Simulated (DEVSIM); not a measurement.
System: Schottky contact on n-type β-Ga2O3, at 300 K.

```tsv
layer (left to right)	material	thickness (μm)	Nd (cm⁻³)	τn (s)	τp (s)
1	β-Ga2O3	1.30	6.2e16	1.4e-9	1.4e-9
```

Left contact: Schottky, work function 4.89 eV, emission velocity 5.3e6 cm/s. Right contact: ohmic. Voltage is applied to the left contact. Recombination: SRH at mid-gap, Auger. Mobility is μmin + (μ − μmin)/(1 + (N/Nref)^α).

This is a model device: material constants are rounded textbook-type values typed into the input, and sizes, dopings and lifetimes were drawn at random. Values at 300 K.

| parameter | β-Ga2O3 |
|---|---|
| gap (eV) | 4.8 |
| affinity (eV) | 4 |
| permittivity | 10 |
| Nc (cm⁻³) | 3.7e18 |
| Nv (cm⁻³) | 5e20 |
| μn (cm²/Vs) | 160 |
| μp (cm²/Vs) | 1 |
| μn,min | 20 |
| μp,min | 0.1 |
| Nref,n | 1e18 |
| Nref,p | 1e18 |
| αn | 0.8 |
| αp | 0.8 |
| Cn (cm⁶/s) | 1e-31 |
| Cp (cm⁶/s) | 1e-31 |

Simulated with DEVSIM: 1D drift-diffusion, Boltzmann statistics, complete ionisation; no tunnelling, impact ionisation, image-force lowering or self-heating. Metal contacts follow the ideal Schottky-Mott rule: no Fermi-level pinning, no interface dipoles.

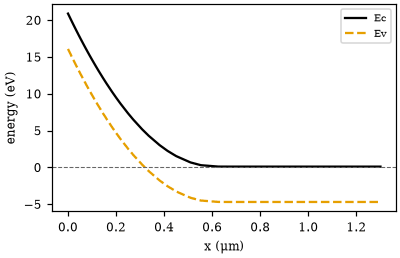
Band edges at -20.0 V on the left contact

Energies count from the Fermi level of the right contact; mesh points crowd at the junctions.

```json
[
 {"x (μm)": "0.000", "Ec (eV)": "20.890", "Ev (eV)": "16.090", "n (cm⁻³)": "210", "p (cm⁻³)": "< 1e2", "field (V/cm)": "-680000"},
 {"x (μm)": "0.007900", "Ec (eV)": "20.354", "Ev (eV)": "15.554", "n (cm⁻³)": "210", "p (cm⁻³)": "< 1e2", "field (V/cm)": "-670000"},
 {"x (μm)": "0.02003", "Ec (eV)": "19.545", "Ev (eV)": "14.745", "n (cm⁻³)": "220", "p (cm⁻³)": "< 1e2", "field (V/cm)": "-660000"},
 {"x (μm)": "0.03427", "Ec (eV)": "18.617", "Ev (eV)": "13.817", "n (cm⁻³)": "220", "p (cm⁻³)": "< 1e2", "field (V/cm)": "-640000"},
 {"x (μm)": "0.06277", "Ec (eV)": "16.827", "Ev (eV)": "12.027", "n (cm⁻³)": "230", "p (cm⁻³)": "< 1e2", "field (V/cm)": "-610000"},
 {"x (μm)": "0.09054", "Ec (eV)": "15.170", "Ev (eV)": "10.370", "n (cm⁻³)": "250", "p (cm⁻³)": "< 1e2", "field (V/cm)": "-580000"},
 {"x (μm)": "0.1271", "Ec (eV)": "13.121", "Ev (eV)": "8.321", "n (cm⁻³)": "270", "p (cm⁻³)": "< 1e2", "field (V/cm)": "-540000"},
 {"x (μm)": "0.2003", "Ec (eV)": "9.471", "Ev (eV)": "4.671", "n (cm⁻³)": "310", "p (cm⁻³)": "< 1e2", "field (V/cm)": "-460000"},
 {"x (μm)": "0.2715", "Ec (eV)": "6.493", "Ev (eV)": "1.693", "n (cm⁻³)": "380", "p (cm⁻³)": "< 1e2", "field (V/cm)": "-380000"},
 {"x (μm)": "0.3810", "Ec (eV)": "3.028", "Ev (eV)": "-1.772", "n (cm⁻³)": "580", "p (cm⁻³)": "< 1e2", "field (V/cm)": "-260000"},
 {"x (μm)": "0.5095", "Ec (eV)": "0.677", "Ev (eV)": "-4.123", "n (cm⁻³)": "1.6e7", "p (cm⁻³)": "< 1e2", "field (V/cm)": "-110000"},
 {"x (μm)": "0.7481", "Ec (eV)": "0.106", "Ev (eV)": "-4.694", "n (cm⁻³)": "6.2e16", "p (cm⁻³)": "< 1e2", "field (V/cm)": "≈ 0"},
 {"x (μm)": "0.8868", "Ec (eV)": "0.106", "Ev (eV)": "-4.694", "n (cm⁻³)": "6.2e16", "p (cm⁻³)": "< 1e2", "field (V/cm)": "≈ 0"},
 {"x (μm)": "0.9921", "Ec (eV)": "0.106", "Ev (eV)": "-4.694", "n (cm⁻³)": "6.2e16", "p (cm⁻³)": "< 1e2", "field (V/cm)": "≈ 0"},
 {"x (μm)": "1.100", "Ec (eV)": "0.106", "Ev (eV)": "-4.694", "n (cm⁻³)": "6.2e16", "p (cm⁻³)": "< 1e2", "field (V/cm)": "≈ 0"},
 {"x (μm)": "1.154", "Ec (eV)": "0.106", "Ev (eV)": "-4.694", "n (cm⁻³)": "6.2e16", "p (cm⁻³)": "< 1e2", "field (V/cm)": "≈ 0"},
 {"x (μm)": "1.200", "Ec (eV)": "0.106", "Ev (eV)": "-4.694", "n (cm⁻³)": "6.2e16", "p (cm⁻³)": "< 1e2", "field (V/cm)": "≈ 0"},
 {"x (μm)": "1.230", "Ec (eV)": "0.106", "Ev (eV)": "-4.694", "n (cm⁻³)": "6.2e16", "p (cm⁻³)": "< 1e2", "field (V/cm)": "≈ 0"},
 {"x (μm)": "1.261", "Ec (eV)": "0.106", "Ev (eV)": "-4.694", "n (cm⁻³)": "6.2e16", "p (cm⁻³)": "< 1e2", "field (V/cm)": "≈ 0"},
 {"x (μm)": "1.276", "Ec (eV)": "0.106", "Ev (eV)": "-4.694", "n (cm⁻³)": "6.2e16", "p (cm⁻³)": "< 1e2", "field (V/cm)": "≈ 0"},
 {"x (μm)": "1.288", "Ec (eV)": "0.106", "Ev (eV)": "-4.694", "n (cm⁻³)": "6.2e16", "p (cm⁻³)": "< 1e2", "field (V/cm)": "≈ 0"},
 {"x (μm)": "1.300", "Ec (eV)": "0.106", "Ev (eV)": "-4.694", "n (cm⁻³)": "6.2e16", "p (cm⁻³)": "< 1e2", "field (V/cm)": "≈ 0"}
]
```
